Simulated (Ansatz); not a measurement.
The figure comes from a scan of Rh (fcc, Cu type): one Rh atom of a 4-atom cell moves by s along Cartesian x, with its periodic images. The numbers are results of r2SCAN (plane waves to 500 eV, PAW, scalar-relativistic; Ansatz, a quantum-chemistry and plane-wave program), not measurements. k mesh 10×10×10 (Γ-centred), Fermi-Dirac smearing 0.05 eV. Energies are smeared free energies. With partly filled bands, energies and forces of such displacements shift with the k mesh and the smearing. Rh is run without spin polarisation. Rh was relaxed with its symmetry unable to fall. The PAW data are Ansatz's earlier set. ΔE is measured from the undisplaced structure.

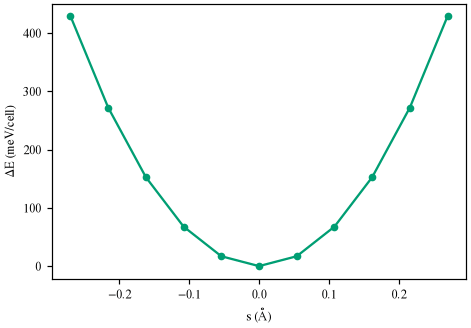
*ΔE (meV/cell) against s (Å); markers are the computed points, lines only join them.*

Turn the plot into a table (rounded to what can be read).

To the nearest 10:

| s (Å) | ΔE (meV/cell) |
|---|---|
| -0.270 | 430 |
| -0.216 | 270 |
| -0.162 | 150 |
| -0.108 | 70 |
| -0.054 | 20 |
| 0.000 | 0 |
| 0.054 | 20 |
| 0.108 | 70 |
| 0.162 | 150 |
| 0.216 | 270 |
| 0.270 | 430 |

(A displaced cell: forces are minus the slopes of the energy, force constants its curvatures, and phonons follow from these.)
